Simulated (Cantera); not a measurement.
Feed: 1 mol SiH2Cl2, a varied amount of NH3, 0.33 mol H2, at 2050 K and 1.90 mbar.

Cantera equilibrium calculation (NASA polynomials, part measured and part estimated; ideal gas, pure solids and liquids). Candidate condensed phases: NH4Cl, Si, Si3N4; 28 gas species. The tables' values for SiCl, SiN, SiCl3 are old estimates; treat these amounts as uncertain. Gases not in the tables: Si2H6 and higher silanes. Rates play no part.

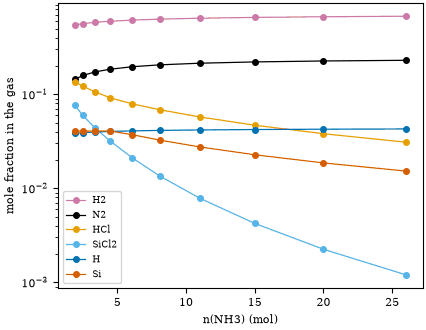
Figure: Equilibrium gas composition (values under 1e-9 drawn at 1e-9)

From 1.9 mol NH3 to 4.5 mol NH3 the condensed part is Si(l). From 6.1 mol NH3 to 26 mol NH3 nothing is condensed. The main Si-bearing gas is SiCl2 at 1.9 mol NH3 and Si at 26 mol NH3.
